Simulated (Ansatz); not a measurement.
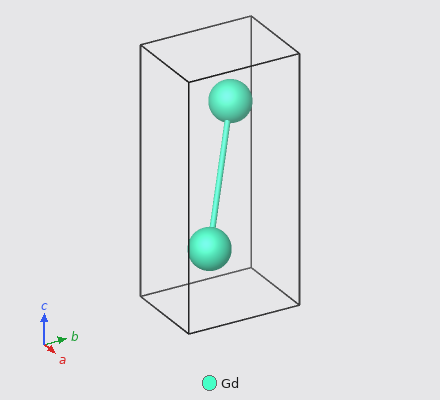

Gd (P6_3/mmc, No. 194): the end point of a relaxation at fixed volume with Ansatz 0.2.0, DFT LDA, scalar-relativistic, plane waves, PAW.

```yaml
crystal:
  lattice:
    - [3.49128, 0.00000, 0.00000]
    - [-1.74564, 3.02354, 0.00000]
    - [0.00000, 0.00000, 5.55321]
  atoms:
    - { symbol: Gd, position: [0.33333, 0.66667, 0.75000] }
    - { symbol: Gd, position: [0.66667, 0.33333, 0.25000] }
```

### What will a Z-contrast image along [210] show? The image is simulated as a sum over atoms of Z^1.8, blurred by a 1.22 Å probe (no channelling). The probe carries 25 % of its weight in a tail 2.5 times as wide.

The columns repeat on a rectangular net of 1.75 × 2.78 Å (plane group p2mm). All columns are alike (Gd). The shortest distance between visible columns is 1.75 Å in projection. Along the beam the structure repeats every 6.05 Å.

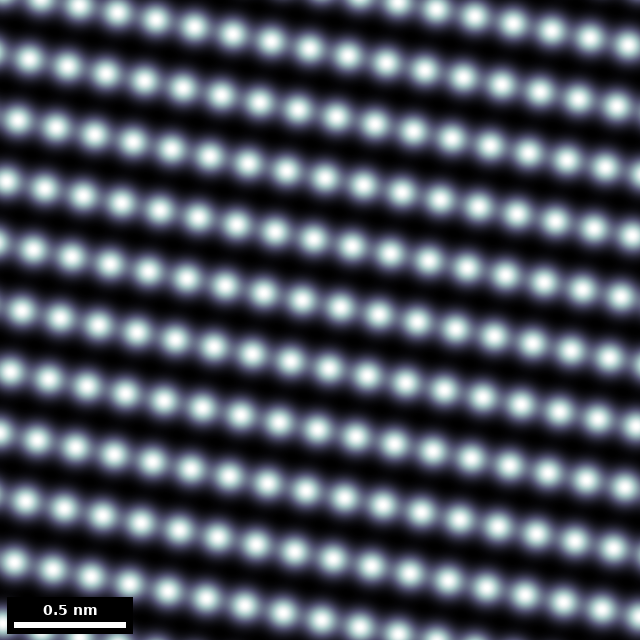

The simulated image.
